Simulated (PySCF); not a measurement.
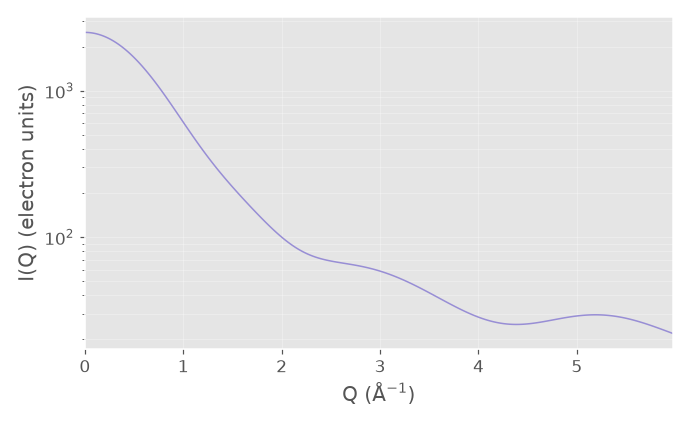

Elastic X-ray scattering of a randomly oriented, rigid molecule, calculated with the Debye equation from neutral-atom form factors (independent atoms, no Compton part, no vibration). The geometry is the end point of an optimisation (PySCF, PBE0-D3(BJ)/def2-SVP geometry optimisation, gas phase); it may be a saddle point or a higher isomer. It contains C, N, H.

How many electrons does the independent-atom model of the molecule hold?

Answer. I(0) is the square of the electron number: I(0) = 2500, so about 50 electrons, the count of C5H13N.

What radius of gyration does the initial fall-off give?

Answer. From I(Q) ≈ I(0) exp(−Q²R²/3) at small Q, R ≈ 2.21 Å. It is larger than the electron-weighted radius of the nuclear positions alone (2.06 Å), because each atom's electron cloud adds to it.
